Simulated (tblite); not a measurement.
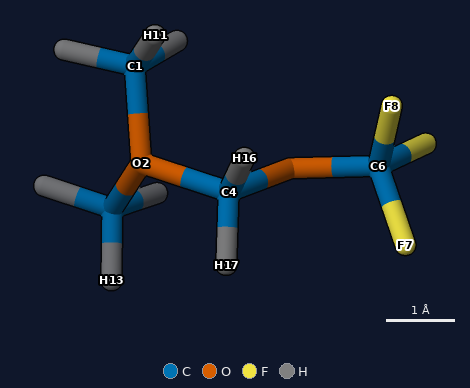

**Figure 1.** The starting structure (stick view, seen at a tilt; atoms are numbered from 1 in the order of the input).

## Run report: C4H8F3O2 (charge +1), molecular dynamics

- system: C4H8F3O2, charge +1, SMILES C[O+](C)COC(F)(F)F
- method: GFN2-xTB Langevin dynamics, gas phase (tblite 0.8.0)

It belongs to a series of runs on one base structure; here: H on C replaced by OCF3.

Input file
```
{"job": {"kind": "md", "xc": "GFN2-xTB", "basis": "xTB", "temperature": 300, "steps": 2000, "every": 50}, "charge": 1, "multiplicity": 1}
C     -1.326599     1.200532     0.410110
O     -1.033721    -0.223915     0.496917
C     -1.597214    -0.951898    -0.633231
C      0.361890    -0.490192     0.666455
O      1.033983    -0.039616    -0.489278
C      2.372739     0.153760    -0.371262
F      2.991591    -0.963738    -0.010380
F      2.639989     1.067649     0.561761
F      2.833188     0.562645    -1.523291
H     -2.410283     1.311979     0.414283
H     -0.916462     1.692645     1.291773
H     -0.904565     1.638333    -0.495424
H     -1.447708    -2.017435    -0.461544
H     -1.125497    -0.652555    -1.569833
H     -2.665643    -0.742055    -0.662106
H      0.703678     0.041316     1.566762
H      0.483636    -1.575425     0.798380
```

The first line tells a small driver script what to run in tblite; the rest is the geometry in Å.

Launched with:
```bash
OMP_NUM_THREADS=1 python <driver script> task.json out
```

What the program printed
```
t/fs     T/K      E/eV
    0.0   259.0   -938.85552
   25.0   151.1   -938.48912
   50.0   264.6   -938.34792
   75.0   271.5   -938.45229
  100.0   305.5   -938.40404
  125.0   302.8   -938.33040
  150.0   246.5   -938.28995
  175.0   283.4   -938.27969
  200.0   161.5   -938.19732
  225.0   208.5   -938.30373
  250.0   285.1   -938.42696
  275.0   301.4   -938.38752
  300.0   257.5   -938.17846
  325.0   346.0   -938.38046
  350.0   319.8   -938.45838
  375.0   314.2   -938.36143
  400.0   254.8   -938.26189
  425.0   359.1   -938.30498
  450.0   276.6   -938.27953
  475.0   332.7   -938.39110
  500.0   305.0   -938.04059
  525.0   347.7   -937.93677
  550.0   300.4   -938.10375
  575.0   330.5   -938.24010
  600.0   236.3   -938.09311
  625.0   244.2   -937.98174
  650.0   411.8   -938.26216
  675.0   287.9   -937.99887
  700.0   272.1   -938.04251
  725.0   343.4   -938.16938
  750.0   319.6   -938.23555
  775.0   258.6   -938.26896
  800.0   361.8   -938.36385
  825.0   306.1   -938.08067
  850.0   287.8   -938.35099
  875.0   295.7   -938.38661
  900.0   343.2   -938.42781
  925.0   200.7   -938.25067
  950.0   211.3   -938.33638
  975.0   334.7   -938.39958
 1000.0   309.9   -938.17214
```

Trajectory as extended XYZ (Å, eV, eV/Å), 13 of the 41 frames kept, from step=0 to step=40
```
17
Properties=species:S:1:pos:R:3:forces:R:3 step=0 time_fs=0.0 energy=-938.85552 temperature=259.0
C    -1.3266    1.2005    0.4101   -0.0005   0.0039  -0.0026
O    -1.0337   -0.2239    0.4969    0.0019   0.0042  -0.0010
C    -1.5972   -0.9519   -0.6332    0.0024   0.0015   0.0038
C     0.3619   -0.4902    0.6665   -0.0005  -0.0030  -0.0007
O     1.0340   -0.0396   -0.4893    0.0002  -0.0050   0.0031
C     2.3727    0.1538   -0.3713   -0.0021  -0.0012   0.0013
F     2.9916   -0.9637   -0.0104    0.0040   0.0053   0.0057
F     2.6400    1.0676    0.5618   -0.0011  -0.0004   0.0024
F     2.8332    0.5626   -1.5233   -0.0043   0.0031  -0.0048
H    -2.4103    1.3120    0.4143   -0.0010   0.0013  -0.0039
H    -0.9165    1.6926    1.2918   -0.0018  -0.0017  -0.0002
H    -0.9046    1.6383   -0.4954    0.0049   0.0021  -0.0009
H    -1.4477   -2.0174   -0.4615   -0.0008  -0.0002   0.0010
H    -1.1255   -0.6526   -1.5698   -0.0017   0.0015  -0.0003
H    -2.6656   -0.7421   -0.6621    0.0005  -0.0024   0.0054
H     0.7037    0.0413    1.5668    0.0020  -0.0060  -0.0032
H     0.4836   -1.5754    0.7984   -0.0019  -0.0032  -0.0051
17
Properties=species:S:1:pos:R:3:forces:R:3 step=3 time_fs=75.0 energy=-938.45229 temperature=271.5
C    -1.7007    1.3054    0.5194    0.7892  -1.0764   0.2590
O    -1.2390   -0.1234    0.4995    0.5674   0.1750   0.1790
C    -1.7503   -0.8723   -0.6509    1.0051   0.1732   0.1927
C     0.1825   -0.3479    0.7169    0.7191   1.6824   0.4061
O     0.9586    0.0687   -0.4181   -1.0057   0.3849  -0.4213
C     2.3116    0.0214   -0.3450   -0.4136   1.3075  -0.1427
F     2.7493   -1.1611   -0.1959    0.6639  -2.7669   0.4904
F     2.7307    0.6968    0.7278    0.1357   0.5650  -0.1644
F     2.8455    0.4603   -1.4693   -0.4655   0.6338   0.3581
H    -2.7623    1.2758    0.6394   -0.7510  -0.1781   0.2552
H    -1.2500    1.7677    1.4071   -0.0387   0.0560  -0.4745
H    -1.5113    1.7974   -0.4230    0.5272   0.2282  -0.1210
H    -1.3558   -1.8839   -0.5556   -0.2954  -0.1283   0.0409
H    -1.3080   -0.4437   -1.5460   -0.2688   0.0825  -0.3423
H    -2.8307   -0.8586   -0.6429   -0.1348   0.0610   0.0162
H     0.5074    0.2931    1.6119   -0.5178  -0.7583  -0.7923
H     0.4303   -1.3907    0.8864   -0.5164  -0.4415   0.2608
17
Properties=species:S:1:pos:R:3:forces:R:3 step=7 time_fs=175.0 energy=-938.27969 temperature=283.4
C    -1.5181    1.1558    0.4833   -0.3886   1.3637  -0.8517
O    -1.1637   -0.2033    0.6015    0.0169  -0.7849  -0.2111
C    -1.7432   -1.0076   -0.4859    0.4746   0.0592   0.2220
C     0.2209   -0.2791    0.7654    1.1030   1.8516   0.7839
O     0.9224    0.2963   -0.3256   -0.8936  -0.7810  -1.2515
C     2.2289   -0.0402   -0.3756   -0.1441   0.3509   0.0439
F     2.3806   -1.3906   -0.2081    0.3780   1.5733  -0.2910
F     2.7865    0.6392    0.6370    0.8027  -0.8017  -0.1636
F     2.7329    0.3959   -1.5186   -0.1604  -0.7266   0.7735
H    -2.5487    1.1538    0.1946   -0.8932   0.3486   0.1703
H    -1.3950    1.6374    1.4542    0.0991   0.1225  -0.1686
H    -1.0025    1.6927   -0.3515    0.0604  -0.3678   0.7888
H    -1.7487   -2.0586   -0.2672    0.3072  -0.5171   0.5202
H    -1.2408   -0.8588   -1.4153    0.6404   0.2563  -0.6655
H    -2.7588   -0.7225   -0.6309   -0.8653   0.3390   0.1275
H     0.5696    0.3583    1.6227   -0.8249  -0.3600   0.0920
H     0.5421   -1.2525    0.9710    0.2877  -1.9262   0.0808
17
Properties=species:S:1:pos:R:3:forces:R:3 step=10 time_fs=250.0 energy=-938.42696 temperature=285.1
C    -1.7116    1.3339    0.5977   -0.4971   1.3880   0.2565
O    -1.1508    0.0140    0.6269   -1.1502  -0.0198  -0.3836
C    -1.6642   -0.6340   -0.5817   -0.0989  -0.9987   0.8120
C     0.2024   -0.1393    0.8785    1.7682   0.2110  -0.8064
O     0.9243    0.3152   -0.3508   -0.2473  -0.2629   1.9366
C     2.2317   -0.0570   -0.4081   -0.2560   0.1307  -1.1954
F     2.3323   -1.3915   -0.3699    0.1351   0.2084   0.3812
F     2.9884    0.4864    0.5231   -0.2028  -0.2554   0.2364
F     2.6894    0.3318   -1.5901   -0.1148  -0.0147   0.2555
H    -2.7627    1.2239    0.3058    0.1003   0.0363   0.2300
H    -1.7005    1.8055    1.5953    0.2520  -0.2908  -0.2786
H    -1.2752    2.0291   -0.1407    0.2675  -0.4436   0.2840
H    -1.2590   -1.6303   -0.6193    0.4379  -0.5533  -0.1111
H    -1.3857   -0.1185   -1.4843   -0.1802   0.3562  -0.2530
H    -2.7372   -0.7972   -0.3976    0.2143   0.4139  -0.4126
H     0.5017    0.4615    1.8163   -0.2589  -0.7363  -1.2956
H     0.4237   -1.2434    0.9565   -0.1690   0.8311   0.3439
17
Properties=species:S:1:pos:R:3:forces:R:3 step=13 time_fs=325.0 energy=-938.38046 temperature=346.0
C    -1.5081    1.6020    0.4978    0.8322  -0.4123   0.3314
O    -1.1310    0.1845    0.6561   -1.2647  -1.0708  -0.9137
C    -1.5611   -0.6003   -0.5692   -0.5032   0.9043   0.0235
C     0.2348   -0.0875    0.9388   -0.5219   2.2156   0.2971
O     0.9360    0.4164   -0.1443    1.6879   0.0337  -0.9302
C     2.1898   -0.1182   -0.4223   -0.4623  -0.0050   1.6646
F     2.0474   -1.4429   -0.5268    0.4144   0.1209   0.3347
F     3.0726    0.1921    0.5845   -1.0641  -0.6593  -0.9613
F     2.6566    0.3352   -1.5205    0.1190   0.5227  -0.7537
H    -2.5591    1.7803    0.6637   -0.3594  -0.4794  -0.2806
H    -0.9964    2.2113    1.2166    0.3879   0.0465   0.8917
H    -1.1198    1.9699   -0.4254   -0.1786   0.1916  -1.0055
H    -1.1245   -1.6075   -0.6932    0.1006   0.6791   0.4816
H    -1.3261    0.0420   -1.4460   -0.1756  -0.6421   0.3595
H    -2.6507   -0.7189   -0.4533    0.3458   0.1003  -0.1462
H     0.4274    0.5344    1.8227    0.3853  -0.2570   0.3686
H     0.3431   -1.1242    1.1078    0.2567  -1.2888   0.2386
17
Properties=species:S:1:pos:R:3:forces:R:3 step=17 time_fs=425.0 energy=-938.30498 temperature=359.1
C    -1.4205    1.6768    0.5417    0.7535   0.3720   0.5909
O    -1.1711    0.3027    0.9206    1.8512   0.2597  -0.8642
C    -1.8652   -0.6586    0.0655   -0.2230   0.6086  -0.0571
C     0.2984    0.0909    0.9930   -0.8931  -0.4515   1.5570
O     0.9824    0.5228   -0.1294   -1.3459   1.4337  -1.2303
C     2.1931    0.0676   -0.3953    1.5453  -1.5753  -0.6155
F     2.1285   -1.2678   -0.7219   -0.1510   0.8165  -0.6089
F     2.9100    0.0281    0.6924    0.9638   0.4453   1.1605
F     2.9067    0.7422   -1.3254   -1.6783  -0.7904   0.9851
H    -2.4753    1.7812    0.5873   -0.9816   0.4315  -0.0246
H    -0.9523    2.3133    1.3179   -0.2475  -0.2046  -0.3622
H    -1.0212    1.9581   -0.4336   -0.0167  -0.1994  -0.0035
H    -2.1888   -1.4640    0.7128   -0.2203  -0.1612   0.0706
H    -1.2861   -1.0618   -0.7577    0.3457   0.1134  -0.0508
H    -2.6970   -0.0870   -0.3555   -0.1814  -0.5223   0.0272
H     0.6164    0.6267    1.9255   -0.0732  -0.1642  -0.5525
H     0.3400   -0.9831    1.1671    0.5523  -0.4118  -0.0218
17
Properties=species:S:1:pos:R:3:forces:R:3 step=20 time_fs=500.0 energy=-938.04059 temperature=305.0
C    -1.4260    1.7067    0.5148    0.2132  -0.7677  -1.2373
O    -1.0610    0.3565    1.0238   -2.0073   0.4399   0.5864
C    -1.7848   -0.7053    0.3028    0.9152   1.0084  -0.5758
C     0.2890    0.1669    1.1073    2.7789  -0.0707  -0.3934
O     0.8168    0.3107   -0.2390   -0.4765  -0.4822   1.4218
C     2.1898    0.1201   -0.4086   -2.9755   1.9637   0.4822
F     2.3614   -1.0278   -0.8803    1.1015  -2.6116  -1.0313
F     2.8245    0.3111    0.6998    0.9549  -0.1516   1.3029
F     2.4763    1.0695   -1.2220    1.3440   1.0428  -1.5833
H    -2.3934    2.0564    0.8764    0.2374  -0.2630   0.4494
H    -0.5683    2.2679    0.8424   -0.2160   0.9287  -0.1016
H    -1.5167    1.6972   -0.6184    0.4306   0.0180   1.1790
H    -1.2794   -1.6272    0.5294    0.0299  -0.4541  -0.1955
H    -1.7092   -0.3897   -0.7521   -0.1927  -0.8098   0.1432
H    -2.8039   -0.7442    0.6325   -0.4958   0.1422   0.2366
H     0.8522    0.8988    1.7527   -0.9514   0.0227  -0.2455
H     0.6060   -0.8040    1.5577   -0.6902   0.0443  -0.4378
17
Properties=species:S:1:pos:R:3:forces:R:3 step=23 time_fs=575.0 energy=-938.24010 temperature=330.5
C    -1.5586    1.6933    0.7586   -1.8467  -0.0934  -0.4634
O    -1.0561    0.4056    1.1526    1.5200   0.0443  -0.6936
C    -1.6885   -0.7058    0.4548    0.2131  -0.4659   1.5118
C     0.3702    0.3215    0.9657    1.0087   0.1213   2.0477
O     0.8240    0.3467   -0.3398   -2.1615   0.1967  -0.7879
C     2.1201    0.2516   -0.5442    1.4477   0.0725  -0.9101
F     2.3167   -0.8732   -1.2377    0.5169   0.4698   0.0689
F     2.8833    0.2232    0.5460   -0.3191  -0.2292  -0.0252
F     2.5233    1.3246   -1.2360   -0.0144  -0.6222  -0.0687
H    -2.6326    1.4575    0.5822    0.3939   0.6598  -0.1337
H    -1.5715    2.4302    1.5719    0.6209  -0.2803  -0.1598
H    -1.1172    2.0371   -0.1796    0.0378   0.1515   0.2508
H    -1.3207   -1.5675    1.0603   -0.6554   0.1356  -0.6219
H    -1.3772   -0.8016   -0.5638    0.1305   0.0653  -0.6358
H    -2.7650   -0.5599    0.5503    0.0708  -0.3503  -0.0351
H     0.8570    1.2096    1.4382   -0.5473  -0.4153   0.5237
H     0.7384   -0.6309    1.4327   -0.4160   0.5399   0.1323
17
Properties=species:S:1:pos:R:3:forces:R:3 step=27 time_fs=675.0 energy=-937.99887 temperature=287.9
C    -1.8954    1.5116    1.0065   -1.5465  -1.4992  -1.7389
O    -1.1729    0.2122    1.0789   -0.1093   0.8853   0.8677
C    -1.6927   -0.8193    0.1722    1.1222   0.1542  -0.5402
C     0.2684    0.3213    1.2123    0.1543  -0.8242  -0.1266
O     0.7671    0.4876   -0.0980    0.2357   1.3289   0.7360
C     2.1001    0.3836   -0.3310    0.2470  -0.7482  -1.5012
F     2.1693   -0.7750   -1.0403    0.4902   0.6992  -0.6083
F     2.9577    0.1594    0.6397   -0.5833   0.5925   0.7387
F     2.5248    1.4656   -1.0118   -0.4483  -1.2499   0.4045
H    -2.9596    1.1815    0.8045    0.9022   0.4102  -0.0053
H    -1.9812    2.0389    1.9176    0.6686   0.3223   1.1159
H    -1.5764    2.1532    0.1741    0.1862  -0.2921   0.2692
H    -0.7867   -1.3718   -0.1088   -0.5009  -0.5793   0.1926
H    -2.0404   -0.4357   -0.7959   -0.1901   0.2917   0.4043
H    -2.4680   -1.4068    0.6802    0.3904   0.1993  -0.0700
H     0.4961    1.1939    1.8942   -0.1751  -0.8553  -0.5182
H     0.7156   -0.6849    1.5450   -0.8434   1.1645   0.3798
17
Properties=species:S:1:pos:R:3:forces:R:3 step=30 time_fs=750.0 energy=-938.23555 temperature=319.6
C    -1.8259    1.3494    0.7612    0.0732   1.7262   0.8219
O    -1.2216    0.1197    1.0998    0.3258  -2.3713  -1.1722
C    -1.4949   -0.8513    0.0196   -1.4895  -1.2051   0.5317
C     0.2065    0.0747    1.3337   -0.7176   0.9665   0.6211
O     0.7779    0.8449    0.3428    0.4134   0.4313  -0.3182
C     1.9585    0.5126   -0.1922    1.0944  -1.4728   1.1674
F     1.8764   -0.5351   -1.0267   -0.0630   0.1299   0.4841
F     2.8480    0.0708    0.8561   -1.3943   1.0108  -1.9669
F     2.4011    1.5154   -0.8653    0.5851   0.3072   0.1551
H    -2.9022    1.2620    0.6543   -0.1510  -0.4778   0.0435
H    -1.6635    2.0221    1.6305    0.0260  -0.1178  -0.5132
H    -1.4427    1.8064   -0.1500    0.2391  -0.0072   0.0299
H    -0.7892   -1.7095   -0.0486   -0.5979   0.5079   0.5955
H    -1.5209   -0.4683   -0.9763    0.1718   0.9000  -0.5717
H    -2.5492   -1.1868    0.2368    0.9903  -0.1145  -0.1818
H     0.3473    0.5096    2.3239    0.2312   0.3082   0.3007
H     0.5150   -0.9569    1.3540    0.2628  -0.5216  -0.0268
17
Properties=species:S:1:pos:R:3:forces:R:3 step=33 time_fs=825.0 energy=-938.08067 temperature=306.1
C    -2.0045    1.3732    0.7528    0.0385   1.6182   0.7879
O    -1.2622    0.1698    1.1098   -0.6001  -0.1231  -0.4670
C    -1.4749   -0.8683    0.0908   -0.5103  -0.3754   0.0960
C     0.1169    0.2453    1.4281    0.8620  -1.7062   0.0481
O     0.7773    1.0451    0.4820    0.5795  -0.6150   0.8068
C     1.9890    0.5116    0.0797   -0.9588   2.2356  -1.7787
F     1.7551   -0.4670   -0.8037    0.2867  -0.2023   0.5527
F     2.7352    0.1258    1.0585    0.3175  -0.4456   0.2745
F     2.5634    1.5168   -0.6054    0.0339  -0.8207   0.5167
H    -3.0031    0.9981    0.6914   -0.9342   0.0127   0.2827
H    -1.9522    2.1921    1.5806    0.1930  -1.5421  -1.2989
H    -1.8333    1.8471   -0.2374    0.7131  -0.4274   0.6203
H    -1.2393   -1.8481    0.5261    0.0613   0.2863  -0.0767
H    -0.9534   -0.6997   -0.8293    0.9868   0.2248  -0.3242
H    -2.4962   -0.9181   -0.2724   -0.5417   0.1994   0.5737
H     0.3523    0.4034    2.5051   -0.5843   1.0853  -0.4686
H     0.4502   -0.8316    1.3381    0.0569   0.5957  -0.1454
17
Properties=species:S:1:pos:R:3:forces:R:3 step=37 time_fs=925.0 energy=-938.25067 temperature=200.7
C    -2.2070    1.5927    0.8710    1.2967   1.1341   1.2650
O    -1.3754    0.3960    1.1208   -1.6180   0.7430  -0.1120
C    -1.3644   -0.4074   -0.0404   -0.3159  -1.8284  -0.0905
C    -0.0881    0.6912    1.5879   -0.2013   0.7426   2.7271
O     0.6549    1.3486    0.6360    0.5426  -0.4705  -0.3122
C     1.7425    0.6351    0.1709   -1.7935  -0.5638   0.5482
F     1.3654   -0.5015   -0.4404   -0.2123   0.0852  -0.7409
F     2.4012    0.1733    1.1842    1.5026   0.0492   1.2001
F     2.3936    1.3703   -0.6193    1.1370   0.8103  -0.9720
H    -3.1478    1.3715    0.4055   -0.2568  -0.3417   0.0416
H    -2.2860    2.0900    1.8520   -0.7104  -0.4715  -0.0231
H    -1.6725    2.3879    0.3366    0.1262  -0.5396  -0.6440
H    -0.6136   -1.2217    0.0847   -0.2724   0.7750  -0.5094
H    -1.3338    0.1961   -0.9271    0.6498  -0.0086  -0.5849
H    -2.3017   -0.9496   -0.0533   -0.5662  -0.1011  -0.0534
H    -0.2736    1.3997    2.4936    0.5187  -0.8133  -1.1387
H     0.2962   -0.2776    2.0209    0.1733   0.7991  -0.6009
17
Properties=species:S:1:pos:R:3:forces:R:3 step=40 time_fs=1000.0 energy=-938.17214 temperature=309.9
C    -2.4157    1.6998    0.9683    1.4772   0.2641   0.8531
O    -1.6316    0.4633    1.0882   -0.2410   0.4630  -0.6952
C    -1.7810   -0.3445   -0.1345    0.9036  -0.2884   1.1017
C    -0.2971    0.5310    1.5618    0.2725   2.2128  -0.8568
O     0.6749    1.2814    0.7619   -2.2153   0.2918   1.7475
C     1.7874    0.6988    0.3644    0.2609   0.1473  -2.9086
F     1.4795   -0.4498   -0.2480   -0.2153  -0.9090  -0.2573
F     2.7311    0.4027    1.1873    0.3500   0.4030   0.9743
F     2.2521    1.4922   -0.6452    0.0147  -0.3835   1.0902
H    -3.3993    1.3312    0.9975   -1.4423  -0.0126  -0.1955
H    -2.2490    2.3831    1.8117    0.0802  -0.4443   0.1342
H    -2.1386    2.2713    0.1056   -0.0407   0.0967  -0.7663
H    -1.6533   -1.3935    0.2056    0.0771   0.4923  -0.5655
H    -1.0517    0.0081   -0.8487    0.3000  -0.3286  -0.3769
H    -2.7503   -0.1927   -0.5309   -0.9979   0.0020  -0.3063
H    -0.4001    0.9382    2.5443    0.2951   0.8120   0.8380
H    -0.0097   -0.4463    1.6389    1.1212  -2.8185   0.1894
```

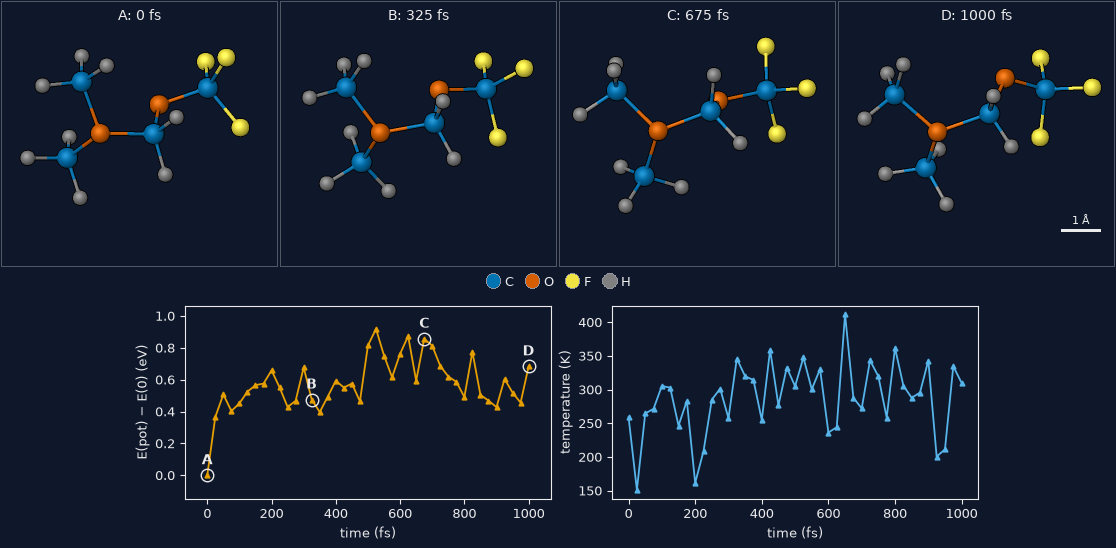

**Figure 2.** Frames of the molecular dynamics (ball-and-stick, seen at a tilt) above the curves, on which the letters mark them. The trajectory kept here has 41 frames over 1000 fs. The temperature starts at 259 K, ranges from 151 to 412 K and averages 300 K over the second half. The potential energy ends 0.683 eV above its first value. After an unweighted best fit of the last frame on the first, the root-mean-square displacement is 0.70 Å, and F8 has moved furthest (1.64 Å).

Key numbers

```tsv
quantity	value
outcome	finished
mean temperature over the second half	300 K
trajectory	41 frames kept, 1000 fs
hardware	1 CPU thread, shared host
wall time	9.8 s
peak memory	0.18 GiB
```
